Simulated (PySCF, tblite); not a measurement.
# C₄H₆, a complex of two parts: NMR shifts, interaction energy, spin-spin couplings and electronic excitations, part 3 of 3

tblite 0.8.0 and PySCF 2.14.0. Atoms count from 0, parts from 1. Earlier steps stand in the parts before.

## (7) Indirect couplings: B3LYP/pcJ-1

What the job is given:

```
{"job": {"kind": "j", "xc": "B3LYP", "basis": "pcJ-1"}, "charge": 0, "multiplicity": 1, "parts": [{"atoms": "0-3", "charge": 0, "multiplicity": 1}, {"atoms": "4-9", "charge": 0, "multiplicity": 1}]}
C     -0.745909    -0.182573     0.027471
C      0.351602     0.252422     0.286382
H     -1.720404    -0.569679    -0.205024
H      1.333395     0.627320     0.517704
C      4.164466     0.905465     0.537976
C      3.754781     0.110159     1.524856
H      4.573079     1.899289     0.735245
H      4.114746     0.591390    -0.507250
H      3.808277     0.424175     2.569952
H      3.349758    -0.885463     1.328372
```

With the program's defaults for keys left out, this is: B3LYP/pcJ-1 indirect spin-spin coupling, non-relativistic, gas phase.

What it wrote:

```text
coarse grid: 8064 points
cycle   1  E = -155.8557835460  dE =  6.200e-02  |g| = 4.277e-01  |ddm| = 2.467e+00
cycle   2  E = -155.8553278961  dE =  4.556e-04  |g| = 4.277e-01  |ddm| = 6.864e-01
cycle   3  E = -155.9030047698  dE = -4.768e-02  |g| = 2.624e-02  |ddm| = 3.141e-01
cycle   4  E = -155.9029485418  dE =  5.623e-05  |g| = 2.971e-02  |ddm| = 3.199e-02
cycle   5  E = -155.9031515314  dE = -2.030e-04  |g| = 8.740e-03  |ddm| = 2.083e-02
cycle   6  E = -155.9031701770  dE = -1.865e-05  |g| = 1.365e-03  |ddm| = 5.757e-03
cycle   7  E = -155.9031706516  dE = -4.746e-07  |g| = 7.617e-05  |ddm| = 9.709e-04
final grid: 77064 points
cycle   8  E = -155.9386200920  dE = -7.002e-05  |g| = 4.356e-03  |ddm| = 1.506e-02
cycle   9  E = -155.9386195958  dE =  4.962e-07  |g| = 4.512e-03  |ddm| = 6.110e-03
cycle  10  E = -155.9386248794  dE = -5.284e-06  |g| = 3.470e-04  |ddm| = 3.241e-03
cycle  11  E = -155.9386248621  dE =  1.737e-08  |g| = 4.261e-04  |ddm| = 4.661e-04
cycle  12  E = -155.9386249072  dE = -4.511e-08  |g| = 7.572e-05  |ddm| = 2.820e-04
cycle  13  E = -155.9386249085  dE = -1.298e-09  |g| = 2.519e-05  |ddm| = 5.597e-05
cycle  14  E = -155.9386249086  dE = -1.385e-10  |g| = 9.272e-06  |ddm| = 1.959e-05
converged SCF energy = -155.9386249086

Indirect spin-spin couplings (Hz)
  i      j    bonds     total        FC       PSO       DSO        SD
  0 C    1 C    1    208.623   187.564     8.527     0.023    12.509
  0 C    2 H    1    271.402   271.358    -0.968     0.318     0.694
  0 C    3 H    2     54.714    49.207     5.897    -1.256     0.867
  0 C    4 C   99      0.155     0.135     0.059    -0.032    -0.006
  0 C    5 C   99      0.199     0.154     0.078    -0.027    -0.006
  1 C    2 H    2     52.870    47.474     5.857    -1.293     0.832
  1 C    3 H    1    275.392   275.441    -1.164     0.389     0.726
  1 C    4 C   99      0.944     0.902    -0.012     0.017     0.038
  1 C    5 C   99      1.162     1.158    -0.031     0.030     0.005
  1 C    6 H   99     -0.344    -0.384     0.073    -0.069     0.036
  1 C    9 H   99      0.774     0.711    -0.120     0.179     0.005
  2 H    3 H    3     10.915     9.924     4.329    -3.339         -
  3 H    4 C   99      0.185    -0.114    -0.195     0.315     0.179
  4 C    5 C    1     77.587    83.661   -10.209     0.076     4.058
  4 C    6 H    1    167.552   166.297     0.424     0.452     0.379
  4 C    7 H    1    166.763   165.506     0.421     0.459     0.377
  4 C    8 H    2     -1.668     0.195    -1.201    -0.656    -0.006
  4 C    9 H    2     -1.474     0.386    -1.206    -0.650    -0.004
  5 C    6 H    2     -1.663     0.200    -1.198    -0.659    -0.006
  5 C    7 H    2     -1.575     0.292    -1.213    -0.652    -0.002
  5 C    8 H    1    167.151   165.893     0.423     0.460     0.375
  5 C    9 H    1    167.708   166.463     0.391     0.472     0.382
  6 H    8 H    3     12.880    13.386     0.475    -0.980         -
  6 H    9 H    3     20.327    20.885     2.844    -3.401         -
  7 H    8 H    3     20.253    20.813     2.851    -3.411         -
  7 H    9 H    3     12.808    13.305     0.437    -0.934         -
  8 H    9 H    2      2.761     2.562     3.801    -3.602         -

== part 1 alone, relaxed ==
coarse grid: 3416 points
cycle   1  E = -77.2943415158  dE =  8.535e-02  |g| = 3.216e-01  |ddm| = 1.724e+00
cycle   2  E = -77.2974498675  dE = -3.108e-03  |g| = 2.977e-01  |ddm| = 5.033e-01
cycle   3  E = -77.3203565371  dE = -2.291e-02  |g| = 1.325e-02  |ddm| = 2.060e-01
cycle   4  E = -77.3203957453  dE = -3.921e-05  |g| = 1.723e-03  |ddm| = 1.042e-02
cycle   5  E = -77.3203963286  dE = -5.834e-07  |g| = 1.449e-04  |ddm| = 1.489e-03
final grid: 33160 points
cycle   6  E = -77.3389542289  dE = -3.415e-05  |g| = 2.360e-03  |ddm| = 1.052e-02
cycle   7  E = -77.3389543982  dE = -1.693e-07  |g| = 2.115e-03  |ddm| = 3.056e-03
cycle   8  E = -77.3389555516  dE = -1.153e-06  |g| = 3.727e-04  |ddm| = 1.546e-03
cycle   9  E = -77.3389555219  dE =  2.975e-08  |g| = 5.021e-04  |ddm| = 4.690e-04
cycle  10  E = -77.3389555853  dE = -6.341e-08  |g| = 6.262e-06  |ddm| = 2.775e-04
cycle  11  E = -77.3389555853  dE = -6.722e-12  |g| = 6.427e-07  |ddm| = 2.755e-06
converged SCF energy = -77.3389555853

Indirect spin-spin couplings (Hz)
  i      j    bonds     total        FC       PSO       DSO        SD
  0 C    1 C    1    213.584   192.028     8.861     0.017    12.678
  0 C    2 H    1    273.489   273.477    -0.996     0.305     0.703
  0 C    3 H    2     53.792    48.367     5.910    -1.313     0.827
  1 C    2 H    2     53.792    48.368     5.909    -1.312     0.827
  1 C    3 H    1    273.485   273.473    -0.996     0.305     0.703
  2 H    3 H    3     11.489     9.879     4.462    -3.482     0.631

== part 2 alone, relaxed ==
coarse grid: 4656 points
cycle   1  E = -78.5585065134  dE = -2.464e-02  |g| = 2.931e-01  |ddm| = 1.738e+00
cycle   2  E = -78.5540120288  dE =  4.494e-03  |g| = 3.238e-01  |ddm| = 4.542e-01
cycle   3  E = -78.5817185916  dE = -2.771e-02  |g| = 4.392e-03  |ddm| = 2.339e-01
cycle   4  E = -78.5817222856  dE = -3.694e-06  |g| = 5.362e-04  |ddm| = 3.306e-03
final grid: 43904 points
cycle   5  E = -78.5986269613  dE = -3.607e-05  |g| = 3.833e-03  |ddm| = 8.557e-03
cycle   6  E = -78.5986262027  dE =  7.587e-07  |g| = 4.195e-03  |ddm| = 5.521e-03
cycle   7  E = -78.5986307708  dE = -4.568e-06  |g| = 7.119e-05  |ddm| = 2.903e-03
cycle   8  E = -78.5986307712  dE = -4.088e-10  |g| = 1.464e-05  |ddm| = 4.522e-05
converged SCF energy = -78.5986307712

Indirect spin-spin couplings (Hz)
  i      j    bonds     total        FC       PSO       DSO        SD
  0 C    1 C    1     79.429    85.376   -10.193     0.068     4.178
  0 C    2 H    1    166.756   165.462     0.488     0.435     0.372
  0 C    3 H    1    166.766   165.472     0.488     0.435     0.372
  0 C    4 H    2     -1.650     0.232    -1.193    -0.680    -0.010
  0 C    5 H    2     -1.651     0.231    -1.193    -0.680    -0.010
  1 C    2 H    2     -1.651     0.231    -1.193    -0.680    -0.010
  1 C    3 H    2     -1.648     0.234    -1.193    -0.680    -0.010
  1 C    4 H    1    166.768   165.473     0.488     0.435     0.372
  1 C    5 H    1    166.766   165.471     0.488     0.435     0.372
  2 H    4 H    3     12.661    13.240     0.503    -1.042    -0.040
  2 H    5 H    3     20.504    20.807     2.885    -3.477     0.290
  3 H    4 H    3     20.504    20.807     2.885    -3.477     0.290
  3 H    5 H    3     12.660    13.238     0.504    -1.043    -0.040
  4 H    5 H    2      2.818     2.417     3.899    -3.707     0.209
```

Wall time 21 s (1 thread of Arm Neoverse V1, shared host); peak memory 0.74 GiB.

Beyond four bonds or across contacts, the largest of 1 Hz or more: C1–C5 1.2 Hz.

A choice of the couplings up to four bonds, sorted by the number of bonds; isotopes 13C, 1H:

```tsv
pair	bonds	J (Hz)	Fermi contact (Hz)	dihedral (°)
C1–H3	1	275.4	275.4	–
C0–H2	1	271.4	271.4	–
C0–C1	1	208.6	187.6	–
C5–H9	1	167.7	166.5	–
C4–H6	1	167.6	166.3	–
C5–H8	1	167.2	165.9	–
C4–H7	1	166.8	165.5	–
C4–C5	1	77.6	83.7	–
C0–H3	2	54.7	49.2	–
C1–H2	2	52.9	47.5	–
H8–H9	2	2.8	2.6	–
C4–H8	2	-1.7	0.2	–
C5–H6	2	-1.7	0.2	–
C5–H7	2	-1.6	0.3	–
C4–H9	2	-1.5	0.4	–
H6–H9	3	20.3	20.9	-180
H7–H8	3	20.3	20.8	180
H6–H8	3	12.9	13.4	0
H7–H9	3	12.8	13.3	0
H2–H3	3	10.9	9.9	–
```

The spin-dipole term was solved for some atoms only; pairs without it lack that part.

What binding changes (parts relaxed alone, same level, their own basis):

```tsv
pair	alone (Hz)	in the cluster	change (Hz)
C0–C1	213.6	208.6	-5.0
C0–H2	273.5	271.4	-2.1
C1–H3	273.5	275.4	+1.9
C4–C5	79.4	77.6	-1.8
C5–H9	166.8	167.7	+0.9
C1–H2	53.8	52.9	-0.9
```

## (8) Excited states and response: CAM-B3LYP/def2-SVPD

Settings changed since step 7:

```diff
@@ -1,2 +1,2 @@
-{"job": {"kind": "j", "xc": "B3LYP", "basis": "pcJ-1"}, "charge": 0, "multiplicity": 1, "parts": [{"atoms": "0-3", "charge": 0, "multiplicity": 1}, {"atoms": "4-9", "charge": 0, "multiplicity": 1}]}
+{"job": {"kind": "uv", "xc": "CAM-B3LYP", "basis": "def2-SVPD", "nstates": 6, "ntriplets": 2}, "charge": 0, "multiplicity": 1, "parts": [{"atoms": "0-3", "charge": 0, "multiplicity": 1}, {"atoms": "4-9", "charge": 0, "multiplicity": 1}]}
 C     -0.745909    -0.182573     0.027471
```

Method: TDDFT CAM-B3LYP/def2-SVPD, vertical, gas phase, core orbitals frozen in the response.

What it wrote:

```text
coarse grid: 8064 points
cycle   1  E = -155.6495776352  dE =  7.677e-02  |g| = 2.892e-01  |ddm| = 8.109e+00
cycle   2  E = -155.6648697024  dE = -1.529e-02  |g| = 1.830e-01  |ddm| = 1.717e+00
cycle   3  E = -155.6737910818  dE = -8.921e-03  |g| = 2.151e-02  |ddm| = 3.833e-01
cycle   4  E = -155.6738778631  dE = -8.678e-05  |g| = 1.505e-02  |ddm| = 1.299e-01
cycle   5  E = -155.6739299480  dE = -5.208e-05  |g| = 4.429e-03  |ddm| = 2.570e-02
cycle   6  E = -155.6739347857  dE = -4.838e-06  |g| = 8.292e-04  |ddm| = 9.314e-03
final grid: 77064 points
cycle   7  E = -155.7091779150  dE = -1.835e-05  |g| = 2.560e-03  |ddm| = 6.299e-02
cycle   8  E = -155.7091784943  dE = -5.793e-07  |g| = 2.187e-03  |ddm| = 8.101e-03
cycle   9  E = -155.7091797138  dE = -1.219e-06  |g| = 4.192e-04  |ddm| = 2.798e-03
cycle  10  E = -155.7091797531  dE = -3.924e-08  |g| = 1.349e-04  |ddm| = 5.403e-04
cycle  11  E = -155.7091797578  dE = -4.758e-09  |g| = 1.532e-05  |ddm| = 1.953e-04
cycle  12  E = -155.7091797579  dE = -6.634e-11  |g| = 5.001e-06  |ddm| = 4.200e-05
converged SCF energy = -155.7091797579

Static polarisability (au): isotropic 50.292, principal 40.175 48.960 61.740

Singlet excitations
state   eV       nm        f      main configurations
  1   6.5274    189.9   0.00001   H-1->L+3 0.27, H-2->L+2 0.14, H-2->L+3 0.11
  2   6.8048    182.2   0.00043   H-1->L+3 0.33, H-2->L+2 0.13, H-2->L+3 0.10
  3   6.8068    182.1   0.00018   H-2->L+3 0.32, H-1->L+3 0.15, H-1->L+2 0.14
  4   7.6366    162.4   0.26820   H->L 0.87
  5   7.8078    158.8   0.10992   H->L+1 0.76, H->L+4 0.10
  6   8.0170    154.7   0.00132   H-3->L 0.92

Triplet excitations (Tamm-Dancoff, eV): 4.3927 5.3112

== part 1 alone, relaxed ==
coarse grid: 3416 points
cycle   1  E = -77.1920414751  dE =  7.770e-02  |g| = 2.319e-01  |ddm| = 5.568e+00
cycle   2  E = -77.2023651290  dE = -1.032e-02  |g| = 1.369e-01  |ddm| = 1.373e+00
cycle   3  E = -77.2074212094  dE = -5.056e-03  |g| = 1.321e-02  |ddm| = 3.061e-01
cycle   4  E = -77.2074788385  dE = -5.763e-05  |g| = 1.672e-03  |ddm| = 8.510e-02
cycle   5  E = -77.2074798223  dE = -9.838e-07  |g| = 1.014e-04  |ddm| = 2.145e-02
final grid: 33160 points
cycle   6  E = -77.2258179480  dE = -8.601e-06  |g| = 1.014e-03  |ddm| = 3.642e-02
cycle   7  E = -77.2258181385  dE = -1.905e-07  |g| = 6.634e-04  |ddm| = 4.095e-03
cycle   8  E = -77.2258182606  dE = -1.221e-07  |g| = 4.683e-05  |ddm| = 1.283e-03
cycle   9  E = -77.2258182606  dE =  3.246e-11  |g| = 5.327e-05  |ddm| = 1.730e-04
cycle  10  E = -77.2258182613  dE = -6.986e-10  |g| = 4.528e-06  |ddm| = 5.128e-05
converged SCF energy = -77.2258182613

Static polarisability (au): isotropic 22.337, principal 17.840 17.840 31.331

Singlet excitations
state   eV       nm        f      main configurations
  1   6.5622    188.9   0.00000   H->L+1 0.48, H-1->L+2 0.48
  2   6.8500    181.0   0.00000   H-1->L+1 0.49, H->L+2 0.49
  3   6.8500    181.0   0.00000   H-1->L+2 0.49, H->L+1 0.49
  4   8.3133    149.1   0.10084   H-1->L 0.90, H->L 0.09
  5   8.3133    149.1   0.10084   H->L 0.90, H-1->L 0.09
  6   8.6866    142.7   0.00000   H-1->L+3 0.50, H->L+3 0.48

Triplet excitations (Tamm-Dancoff, eV): 5.3185 5.8604

== part 2 alone, relaxed ==
coarse grid: 4656 points
cycle   1  E = -78.4541884606  dE = -5.244e-03  |g| = 1.815e-01  |ddm| = 2.933e+00
cycle   2  E = -78.4594287918  dE = -5.240e-03  |g| = 1.312e-01  |ddm| = 3.744e-01
cycle   3  E = -78.4640280675  dE = -4.599e-03  |g| = 1.057e-02  |ddm| = 1.576e-01
cycle   4  E = -78.4640697855  dE = -4.172e-05  |g| = 1.017e-03  |ddm| = 2.204e-02
cycle   5  E = -78.4640701939  dE = -4.083e-07  |g| = 1.599e-04  |ddm| = 4.008e-03
final grid: 43904 points
cycle   6  E = -78.4810305723  dE = -9.686e-06  |g| = 1.915e-03  |ddm| = 3.112e-02
cycle   7  E = -78.4810309912  dE = -4.188e-07  |g| = 1.533e-03  |ddm| = 5.052e-03
cycle   8  E = -78.4810316223  dE = -6.311e-07  |g| = 4.131e-05  |ddm| = 1.706e-03
cycle   9  E = -78.4810316233  dE = -9.720e-10  |g| = 6.958e-06  |ddm| = 1.847e-04
converged SCF energy = -78.4810316233

Static polarisability (au): isotropic 26.948, principal 20.642 25.024 35.179

Singlet excitations
state   eV       nm        f      main configurations
  1   7.6387    162.3   0.06845   H->L+1 0.98
  2   7.7794    159.4   0.37094   H->L 0.97
  3   8.1008    153.1   0.00000   H-1->L 0.98
  4   8.4290    147.1   0.00000   H->L+2 0.99
  5   9.0033    137.7   0.00000   H->L+3 0.97
  6   9.6264    128.8   0.00000   H-2->L 0.98

Triplet excitations (Tamm-Dancoff, eV): 4.3936 7.4693
```

Wall time 11 s (1 thread of Arm Neoverse V1, shared host); peak memory 0.57 GiB.

Frontier orbitals and where they lie:

```tsv
orbital	eV	atoms
HOMO−3	-11.64	C5 28 %, C4 28 %, H8 11 %
HOMO−2	-9.67	C1 40 %, C0 40 %, H3 4 %
HOMO−1	-9.65	C0 46 %, C1 45 %, H2 5 %
HOMO	-9.51	C5 37 %, C4 37 %, C1 6 %
LUMO	0.85	C5 33 %, C4 33 %, H7 6 %
LUMO+1	1.54	C4 22 %, C5 18 %, C1 16 %
LUMO+2	1.89	C0 23 %, C1 16 %, C4 14 %
```

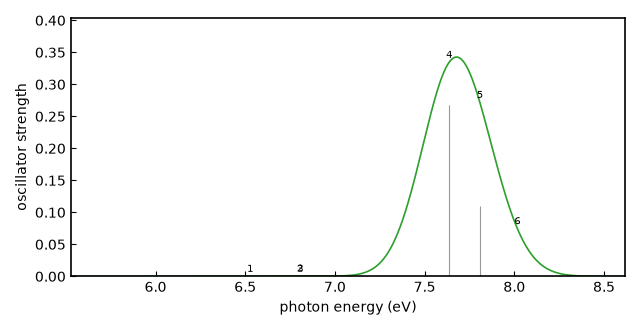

Absorption spectrum from the 6 singlet states computed; above the last one it falls off for lack of states. Lines are broadened to a width of 0.40 eV (Gaussian).

Ground-state properties from the same run:

```tsv
property	computed
dipole moment (D)	0.32
polarisability (Å³)	7.45
HOMO–LUMO gap (eV)	10.36
−ε(HOMO) (eV)	9.51
```

What binding changes (parts relaxed alone, same level, their own basis):

```tsv
part	S1 alone (eV)	f	α alone (Å³)
1	6.56	0.000	3.31
2	7.64	0.068	3.99
```

## (9) Side by side

Energies in kcal/mol, with wall time:

```tsv
run	counterpoise	BSSE	electrostatic	Pauli	orbital	dispersion	time
wB97M-D3(BJ)/def2-TZVPD	-1.61	0.07	-2.11	2.16	-0.79	-0.95	43 s
PBE0-D3(BJ)/def2-TZVPD	-1.76	0.06	-2.07	1.91	-0.90	-0.76	17 s
```

## (10) Summary of results

What follows sums up all 3 parts.

| quantity | value |
| --- | --- |
| binding energy (GFN2-xTB) | -1.21 kcal/mol |
| point group | C1 |
| rotational constants (main isotopes) | 25.82, 1.91, 1.82 GHz |
| shieldings of C, H (PBE0/pcSseg-2) | C5 46.4, C4 47.6, C1 104.3, C0 108.9, H8 25.4, H9 25.4, H6 25.4, H7 25.4 ppm and more |
| largest proton shift on binding | H3, +0.82 ppm |
| interaction energy, counterpoise (wB97M-D3(BJ)/def2-TZVPD) | -1.61 kcal/mol |
| superposition error | 0.07 kcal/mol |
| binding energy (with deformation) | -1.54 kcal/mol |
| largest coupling of the table (B3LYP/pcJ-1) | 1J(C,H) C1–H3, 275.4 Hz |
| lowest singlet (CAM-B3LYP/def2-SVPD) | 6.53 eV (190 nm), f = 0.000 |
| brightest single state of those computed | state 4, 7.64 eV, f = 0.268 |
| lowest triplet | 4.39 eV |
| range of the interaction energy over the runs of this table | -1.76 to -1.61 kcal/mol |

**Reading.** In the structure that the search hands on, at its xTB geometry, the leading contact, judged by the atoms' radii, is H3···C5 (inside the van der Waals sum, 2.80 Å). A later relaxation moves these distances. The start of the PBE0/def2-SVPD relaxation was shaken at random by about 0.01 Å, so part of the energy gained, and of the first lengths quoted, undoes that. Over 3 steps the energy fell by 0.093 eV; of the close pairs, C0–C1 changed most, 1.177 to 1.209 Å. No frequency check was run at this level, so the end point may be a saddle. On binding (GIAO PBE0/pcSseg-2 NMR shielding, non-relativistic, gas phase), H3 moves most among the protons, 0.82 ppm downfield. The attractive terms split as electrostatic 55 %, dispersion 25 %, orbital 21 %, against 2.16 kcal/mol of Pauli repulsion. Of the pairs tabulated at B3LYP/pcJ-1, C1–H3 couples most strongly (275.4 Hz; Fermi contact 275.4 Hz). The lowest singlet, at 6.53 eV, is HOMO−1→LUMO+3 0.27, HOMO−2→LUMO+2 0.14 and is dark; of the 6 states computed, the strongest absorption comes from state 4 at 7.64 eV. The lowest triplet lies 2.13 eV below the lowest singlet (triplets in Tamm-Dancoff, singlets in full TDDFT). The interaction energy runs from -1.76 (PBE0-D3(BJ)/def2-TZVPD) to -1.61 kcal/mol (wB97M-D3(BJ)/def2-TZVPD).
